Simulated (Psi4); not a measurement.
# C2H6Si (SMILES CC[SiH]) at MP3/cc-pVDZ

Aim: the energy change on altering one bond length of C2H6Si at MP3/cc-pVDZ, from 2 runs. 

Program for the calculation: Psi4 1.11.

## Step 1: The system as given

The species is C2H6Si (9 atoms), meant as a singlet with charge 0. SMILES: `CC[SiH]`. Geometry: relaxed at PBE0-D4/def2-TZVP. This is one conformer, not always the lowest.

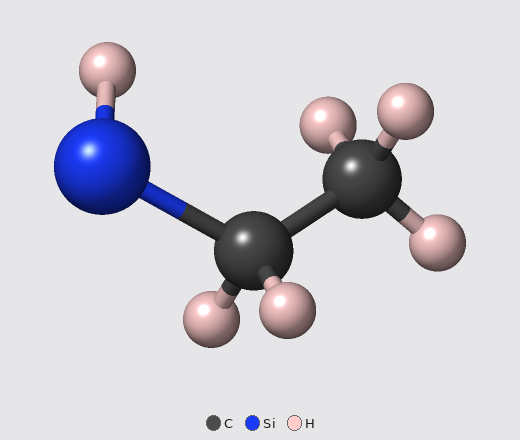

The structure, seen from a chosen angle (carbon dark grey, silicon blue, hydrogen pink).

## Step 2: A single-point energy at MP3/cc-pVDZ

The input, c2h6si.xyz:

```xyz
9
C2H6Si
C     -0.593600     0.495600    -0.562700
C      0.423400    -0.563800    -0.158900
Si     1.475100    -0.358700     1.398700
H     -1.208900     0.173100    -1.407700
H     -0.098000     1.423000    -0.860500
H     -1.258400     0.736300     0.269500
H      1.051000    -0.864800    -1.004300
H     -0.103000    -1.497700     0.133400
H      0.401100     0.410600     2.175300
```

The input, run.py:

```python
import numpy as np
from ase.calculators.psi4 import Psi4
from ase.io import read

atoms = read('c2h6si.xyz')
calc = Psi4(atoms=atoms, method='mp3', basis='cc-pVDZ', memory='2200MB', num_threads=1, charge=0, multiplicity=1, label='c2h6si', reference='rhf')
calc.psi4.set_options({'puream': True, 'e_convergence': 1e-09, 'd_convergence': 1e-08, 'scf_type': 'pk', 'num_frozen_docc': 7, 'mp_type': 'conv'})
atoms.calc = calc

print(f'energy: {atoms.get_potential_energy():.6f} eV')
```

On the command line:

```
python run.py
```

c2h6si.dat:

```text
[...]
  Running in c1 symmetry.
[...]
  Nuclear repulsion =   95.800476581944153
[...]
  Multiplicity = 1
[...]
  Nalpha       = 16
  Nbeta        = 16
[...]
    Number of basis functions: 76
[...]
   @RHF iter   1:  -368.00718507851479   -6.27137e-01   4.78154e-03 DIIS/ADIIS
[...]
   @RHF iter  13:  -368.09845257481578   -3.35376e-12   2.48549e-09 DIIS
[...]
    Orbital Energies [Eh]
    ---------------------
    Doubly Occupied:
       1A    -68.786413     2A    -11.227556     3A    -11.219444
       4A     -6.132196     5A     -4.235861     6A     -4.233855
       7A     -4.232508     8A     -1.024806     9A     -0.851399
      10A     -0.648362    11A     -0.601281    12A     -0.555196
      13A     -0.520209    14A     -0.493201    15A     -0.418935
      16A     -0.314594
[...]
  @RHF Final Energy:  -368.09845257481578
   => Energetics <=
    Nuclear Repulsion Energy =             95.8004765819441531
    One-Electron Energy =                -696.8062276551728473
    Two-Electron Energy =                 232.9072984984128993
    Total Energy =                       -368.0984525748157807
[...]
 Multipole Moments:
 ------------------------------------------------------------------------------------
     Multipole            Electronic (a.u.)      Nuclear  (a.u.)        Total (a.u.)
 ------------------------------------------------------------------------------------
 L = 1.  Multiply by 2.5417464519 to convert [e a0] to [Debye]
 Dipole X            :          4.4884716           -4.8060404           -0.3175688
 Dipole Y            :         -1.3492527            1.3678035            0.0185508
 Dipole Z            :          3.1742707           -3.5177048           -0.3434341
 Magnitude           :                                                    0.4681250
[...]
	SCS-MP2 Total Energy (a.u.)        :  -368.48225478806677
	SOS-MP2 Total Energy (a.u.)        :  -368.48608466384184
[...]
	SOS-PI-MP2 Total Energy (a.u.)     :  -368.51590251684382
[...]
	MP2 Total Energy (a.u.)            :  -368.47459503651652
[...]
	SCS-MP3 Total Energy (a.u.)        :  -368.49306198247825
[...]
	MP3 Total Energy (a.u.)            :  -368.51782381416234
[...]
```

The script printed:

```text
energy: -10027.880761 eV
```

It took 11 s on 1 thread of Intel Xeon Platinum 8259CL at 2.50GHz (Skylake/Cascade Lake), shared host; peak memory 0.43 GiB.

## Step 3: The distorted shape at the same level

The input, c2h6si.xyz:

```xyz
9
C2H6Si
C     -0.909087     0.434075    -1.029946
C      0.107913    -0.625325    -0.626146
Si     1.475100    -0.358700     1.398700
H     -1.524387     0.111575    -1.874946
H     -0.413487     1.361475    -1.327746
H     -1.573887     0.674775    -0.197746
H      0.735513    -0.926325    -1.471546
H     -0.418487    -1.559225    -0.333846
H      0.401100     0.410600     2.175300
```

The input, calc.py:

```python
import psi4

psi4.set_memory('2200 MB')
psi4.set_num_threads(1)
psi4.set_output_file('run.log', False)

with open('c2h6si.xyz') as f:
    atoms = ''.join(f.readlines()[2:])
m = psi4.geometry('0 1\n' + atoms + 'symmetry c1')

options = {'basis': 'cc-pVDZ', 'puream': True, 'e_convergence': 1e-09, 'd_convergence': 1e-08, 'scf_type': 'pk', 'num_frozen_docc': 7, 'mp_type': 'conv'}
psi4.set_options(options)

result, w = psi4.energy("mp3", return_wfn=True)
print('E =', round(result, 9))
for k, v in sorted(psi4.core.scalar_variables().items()):
    print(f'{k:45s} {v:18.10f}')
```

On the command line:

```
python calc.py
```

run.log:

```text
[...]
  Running in c1 symmetry.
[...]
  Nuclear repulsion =   85.783083978125489
[...]
  Multiplicity = 1
[...]
  Nalpha       = 16
  Nbeta        = 16
[...]
    Number of basis functions: 76
[...]
   @RHF iter   1:  -367.95003122346998   -1.02155e+00   5.03402e-03 DIIS/ADIIS
[...]
   @RHF iter  13:  -368.05506615441766   -2.78533e-12   3.54865e-09 DIIS
[...]
    Orbital Energies [Eh]
    ---------------------
    Doubly Occupied:
       1A    -68.825618     2A    -11.233956     3A    -11.217784
       4A     -6.164943     5A     -4.268107     6A     -4.265675
       7A     -4.264451     8A     -0.999632     9A     -0.812755
      10A     -0.636357    11A     -0.585074    12A     -0.554255
      13A     -0.502234    14A     -0.473974    15A     -0.389155
      16A     -0.304588
[...]
  @RHF Final Energy:  -368.05506615441766
   => Energetics <=
    Nuclear Repulsion Energy =             85.7830839781254895
    One-Electron Energy =                -676.6791831908637960
    Two-Electron Energy =                 222.8410330583207326
    Total Energy =                       -368.0550661544176592
[...]
 Multipole Moments:
 ------------------------------------------------------------------------------------
     Multipole            Electronic (a.u.)      Nuclear  (a.u.)        Total (a.u.)
 ------------------------------------------------------------------------------------
 L = 1.  Multiply by 2.5417464519 to convert [e a0] to [Debye]
 Dipole X            :          5.3435252           -5.3932856           -0.0497604
 Dipole Y            :         -1.2074509            1.2532813            0.0458303
 Dipole Z            :          4.4984444           -4.3874330            0.1110113
 Magnitude           :                                                    0.1300001
[...]
	SCS-MP2 Total Energy (a.u.)        :  -368.44392164039152
	SOS-MP2 Total Energy (a.u.)        :  -368.44867762311083
[...]
	SOS-PI-MP2 Total Energy (a.u.)     :  -368.47895542839495
[...]
	MP2 Total Energy (a.u.)            :  -368.43440967495286
[...]
	SCS-MP3 Total Energy (a.u.)        :  -368.45496374099014
[...]
	MP3 Total Energy (a.u.)            :  -368.47857807734721
[...]
```

Wall time 11 s (1 thread of Intel Xeon Platinum 8259CL at 2.50GHz (Skylake/Cascade Lake), shared host); peak memory 0.47 GiB.

## Step 4: What came out

At MP3/cc-pVDZ, 7 core orbitals frozen:

```
                                                          quantity          value
                                         first shape: total energy  -368.51782 Eh
                  first shape: HOMO energy (Hartree–Fock orbitals)       -8.56 eV
                  first shape: LUMO energy (Hartree–Fock orbitals)        0.89 eV
                first shape: HOMO–LUMO gap (Hartree–Fock orbitals)        9.45 eV
          first shape: correlation energy (7 core orbitals frozen)     -419.4 mEh
                                     distorted shape: total energy  -368.47858 Eh
              distorted shape: HOMO energy (Hartree–Fock orbitals)       -8.29 eV
              distorted shape: LUMO energy (Hartree–Fock orbitals)        0.37 eV
            distorted shape: HOMO–LUMO gap (Hartree–Fock orbitals)        8.66 eV
      distorted shape: correlation energy (7 core orbitals frozen)     -423.5 mEh
energy change with the C2–Si3 bond stretched from 1.891 to 2.458 Å       1.068 eV
```

With the C2–Si3 bond stretched from 1.891 to 2.458 Å the energy rises by 1.07 eV (103 kJ/mol). The first shape isn't relaxed at this level, so the change isn't measured from a minimum.
